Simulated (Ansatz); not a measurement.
```xyz
10

C     0.9085    0.8964   -0.1895
C     1.1366    0.1383    0.9156
O     0.3240   -0.9157    1.2546
Sn   -1.1784   -0.9812   -0.1392
N    -0.1423    0.5507   -1.0829
H     1.5528    1.7485   -0.4543
H     1.9756    0.3092    1.6086
H    -1.0893   -2.4785   -0.9902
H    -2.7517   -0.6736    0.5446
H    -0.6529    1.3545   -1.4644
```

Core potentials replace the inner electrons of Sn.

Method: Ansatz 0.2.0, RKS PBE-D4/def2-SVP.

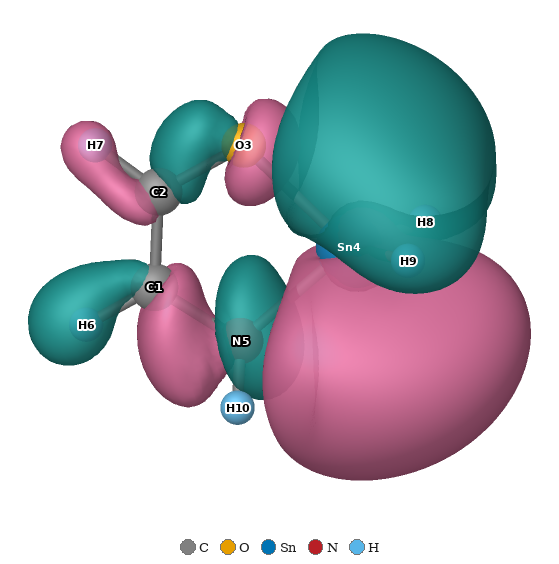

C$_{2}$H$_{5}$NOSn. One frontier orbital at ±0.05 Å⁻³ᐟ² (teal and pink are the two phases), seen across its widest extent.

> Which orbital is it: HOMO or LUMO?

The LUMO, at −1.51 eV. By Hirshfeld shares it lies mainly on Sn4 (about 65 %), N5 (about 10 %) and H9 (about 5 %).
